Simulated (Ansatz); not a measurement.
# Does disorder add resistance in series? Cu(111) layers displaced at 300 K

Two lengths of the disordered region are known. What area resistance does the third give?

How it was computed: Ansatz 0.2.0, plane waves with PAW datasets at their recommended cutoffs (420 eV for most), Fermi-Dirac smearing; ballistic transmission by layer matching. The area resistance is RA = A (h/2e²)(1/T − 1/N), with T the zone-mean transmission per spin and N the lead's channels, both averaged over a few energies near the Fermi level; for magnets each spin is taken apart, with h/e², and the two conduct in parallel. Lateral cell 2x2, PBE, a fresh random draw for each length. Atoms are displaced independently, by 0.0778 Å r.m.s. per direction; each RA is scaled by the nominal over the drawn mean square displacement.

The runs, with one result withheld:

| length (Å) | channels N | RA (fΩ m²) |
| --- | --- | --- |
| 8.35 | 3.210 | 0.0309 |
| 16.7 | 3.210 | 0.0545 |
| 25.0 | 3.210 | ? |

Worked fit:

Ohm's law makes RA linear in the length: the slope is (0.0545 − 0.0309)/(16.7 − 8.35) = 2.83×10⁻³ fΩ m² per Å, or 2.8 µΩ cm. Then 0.0545 + 2.83×10⁻³ × 8.35. Predicted: 0.0782 fΩ m².

What the run gave:

0.0852 fΩ m², so the prediction is 8.3 % too low. The three lengths together give 3.3 µΩ cm. The two increments are 0.024 and 0.031 fΩ m², roughly as Ohm's law has it, though with one draw for each length that is a weak test.

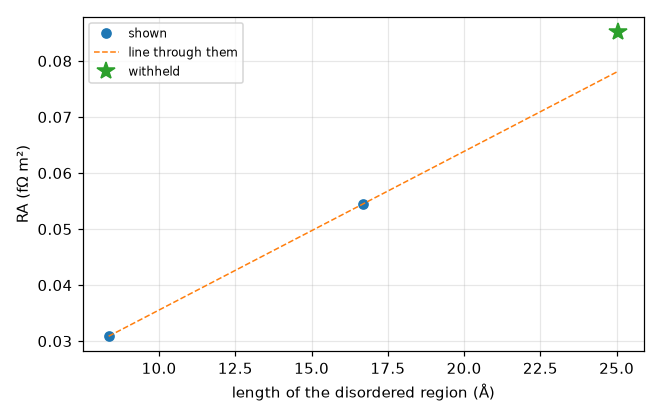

Area resistance against length.

Caveats: The scatterers repeat sideways with the small cell. The slope is a raw one; a model of isotropic scattering puts it 1.20 times the bulk value over these lengths.
